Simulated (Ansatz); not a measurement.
**BFH6NOSn (charge +1): density, localisation and related maps**

The calculation's input:

```
crystal:
  periodic: [false, false, false]
  atoms:
    - {symbol: B, position_ang: [-1.628816, -0.852339, 2.015083]}
    - {symbol: F, position_ang: [-0.686608, -1.001390, 2.921880]}
    - {symbol: "N", position_ang: [-1.799432, 0.523728, 1.434369]}
    - {symbol: O, position_ang: [-2.402764, -1.808513, 1.515048]}
    - {symbol: Sn, position_ang: [-0.636151, 0.741970, -0.528643]}
    - {symbol: H, position_ang: [-2.293595, -2.700664, 1.878734]}
    - {symbol: H, position_ang: [-1.482582, 1.252015, 2.083803]}
    - {symbol: H, position_ang: [-2.784504, 0.707124, 1.211874]}
    - {symbol: H, position_ang: [0.534937, -0.456579, -0.245994]}
    - {symbol: H, position_ang: [-0.154583, 2.363579, -0.373336]}
    - {symbol: H, position_ang: [-1.890334, 0.377644, -1.613064]}
basis:
  gaussian:
    orbitals: def2-SVPD
hamiltonian:
  xc: pbe0
output: {forces: true, orbitals: {seedname: orbitals}}
total_charge: 1
```

Command:

```sh
ansatz run input.yaml --threads 2 --pin off --max-ram 4350MiB --events-out events.jsonl --progress --plain --runs-dir runs
```

Geometry: B3LYP-D3(BJ)/def2-SVP; core potentials replace the inner electrons of Sn.

These are results of isolated molecule in a Gaussian basis; Kohn-Sham density functional theory, functional PBE0 (Ansatz 0.2.0), not measurements.

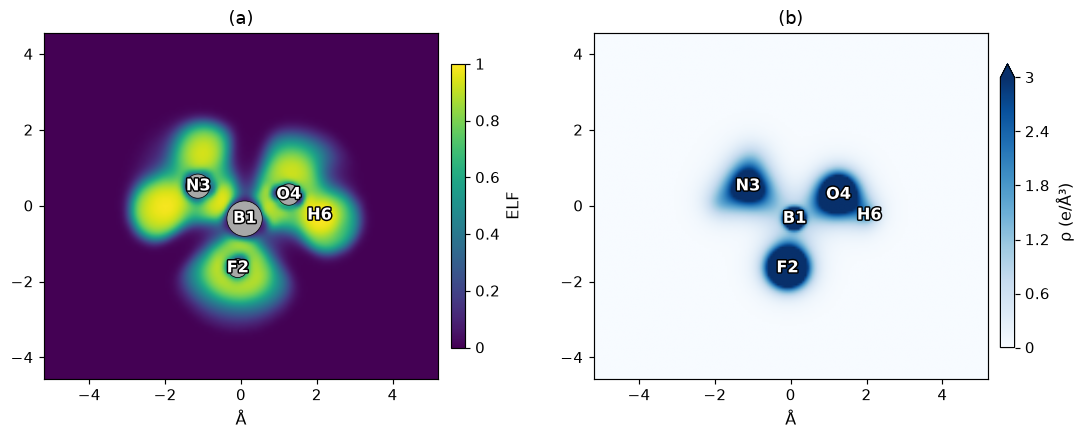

Figure 1. (a) ELF; (b) electron density on the plane of atoms F2, B1 and O4. Grey discs cover the atomic cores in the ELF map.

What do the fields say about this system?

Answer. The plane passes through B, F, N, O and H nuclei. B–F (1.32 Å): the density is about 2.2 e/Å³ at the midpoint; the ELF peaks at about 0.85 between the atoms (a polar covalent bond). B–O (1.33 Å): the density is about 2.3 e/Å³ at the midpoint; the ELF peaks at about 0.90 between the atoms: a polar covalent bond. B–N (1.50 Å): ρ at the midpoint is about 1.6 e/Å³; the ELF peaks at about 0.95 between the atoms: a shared but strongly polarised pair. O–H (0.97 Å): ρ at the midpoint is about 3.7 e/Å³; the ELF climbs to about 1 towards the hydrogen, as it does in any bond to H; a covalent bond by its length. The ELF also peaks beside F2 and O4, away from the bonds: lone-pair regions.

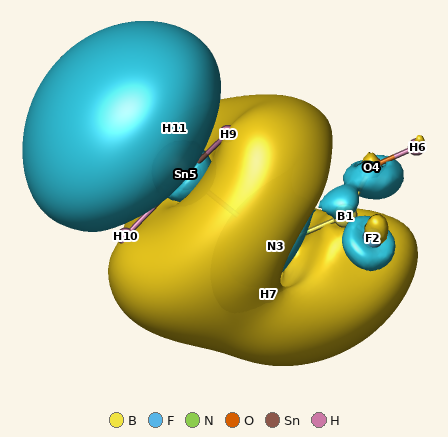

Figure 2. The LUMO at ±0.04 Å⁻³ᐟ² (yellow and cyan are the two phases), seen across its widest extent.

Where does this orbital lie, and at what energy?

Answer. It lies mainly on Sn5 (about 60 %), N3 (about 10 %) and B1 (about 5 %). Its energy is −6.00 eV.

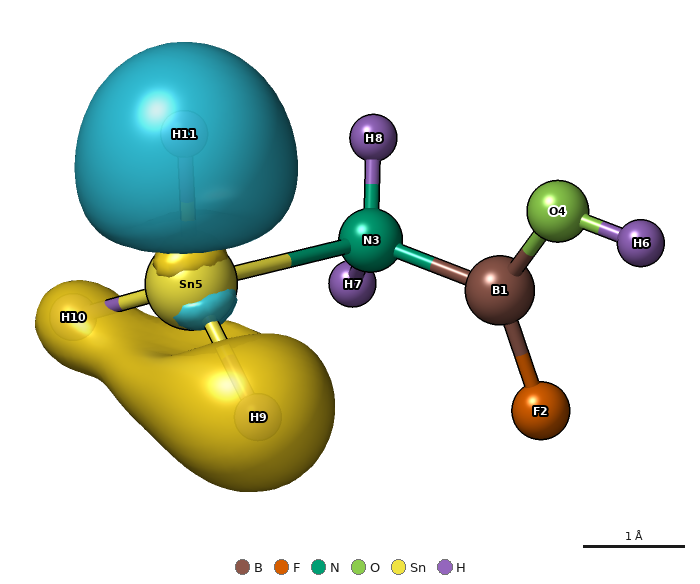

Figure 3. The HOMO−1 at ±0.15 Å⁻³ᐟ² (yellow and cyan are the two phases), seen from one side.

What is the character of this orbital?

Answer. Its weight (Hirshfeld) is mainly on Sn5 (about 45 %), H11 (about 35 %) and H9 (about 15 %). Its energy is −14.47 eV.
